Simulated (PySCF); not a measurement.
## A study: (CuSH)2 ring (Cu₂H₂S₂)

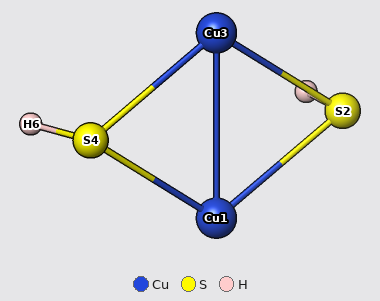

The molecule, with its atoms numbered as below. No frequency check shows the geometry to be a minimum.

Cartesian coordinates (Å):

```
Cu1     -0.0003   -1.2691    0.0265
S2       1.9392   -0.0003    0.0320
Cu3      0.0003    1.2691    0.0265
S4      -1.9392    0.0003    0.0320
H5       2.1189    0.0006   -1.2818
H6      -2.1189   -0.0006   -1.2818
```

### 1. Bonding charge

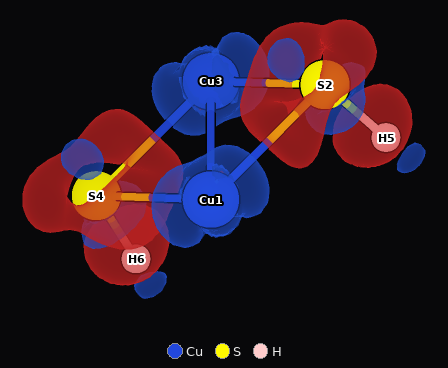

Deformation density (molecule less spherical, spin-averaged free atoms at the same positions), surfaces at ±0.06 e/Å³; red: gain, blue: loss.

Method: r2SCAN/def2-SVPD; geometry: GFN2-xTB; program: PySCF. This is a single-reference result, which may miss multireference character in this system.

Q: Describe the bonding that the map shows.

A: S2–H5 and S4–H6: +0.12 e/Å³ at the bond critical point (bond length 1.33 Å). S2–Cu3, Cu1–S4, Cu1–S2 and Cu3–S4: +0.04 e/Å³ at the bond critical point (bond length 2.32 Å). Cu1–Cu3: +0.04 e/Å³ at the bond critical point (bond length 2.54 Å). In all, 1.3 electrons gather in the regions of gain relative to the promolecule. A small or negative value marks a very polar bond, one between electron-rich atoms, whose free-atom densities already overlap strongly, a long bond to a heavier atom, or a closed-shell contact such as a hydrogen bond.

### 2. Local ionisation energy

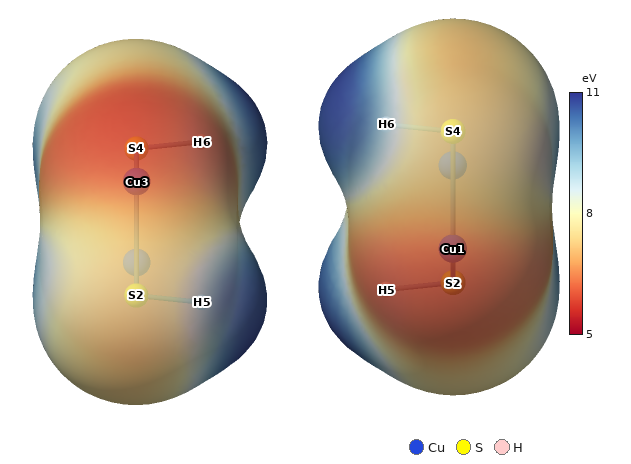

Average local ionisation energy on the surface of electron density 0.001 a.u. (back view left, front view right).

Q: Locate the minima of the map.

A: The lowest value is 5.7 eV, 1.9 Å from Cu3, and at like points elsewhere. Further minima include 7.1 eV, 2.2 Å from S4, and at like points elsewhere. For comparison, the highest occupied orbital lies at −4.7 eV.

Q: What volume does the surface enclose, and what is the dipole moment?

A: About 127 Å³; the dipole moment is 1.3 D.

### 3. Removing or adding an electron

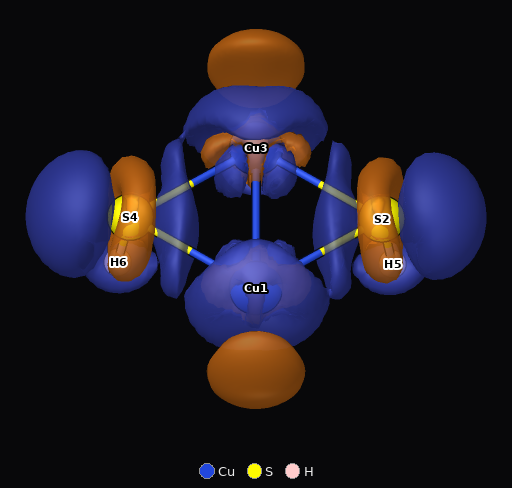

Dual descriptor f⁺ − f⁻ at ±0.01 e/Å³ (orange positive, blue negative).

Level of theory: BLYP/def2-SVPD (PySCF), at a geometry from GFN2-xTB. This is a single-reference result, which may miss multireference character in this system.

Q: Which atoms come out as electrophilic, and which as nucleophilic?

A: Electrophilic (positive): Cu1 and Cu3 (+0.09). Nucleophilic (negative): S2 and S4 (−0.08). f⁻ (Hirshfeld-condensed) is largest on Cu1 and Cu3 (0.23 each) and S2 and S4 (0.22 each); the vertical ionisation energy is 7.49 eV (the stability of the cation's solution wasn't checked). f⁺ (Hirshfeld-condensed) is largest on Cu1 and Cu3 (0.32 each); the vertical electron affinity is 0.63 eV (the stability of the anion's solution wasn't checked; the anion's highest orbital has positive energy, so this value and f⁺ depend on the basis).

The PySCF runs shown took 88 s and 2.4 min on 1 thread of Arm Neoverse V1, on a shared host.
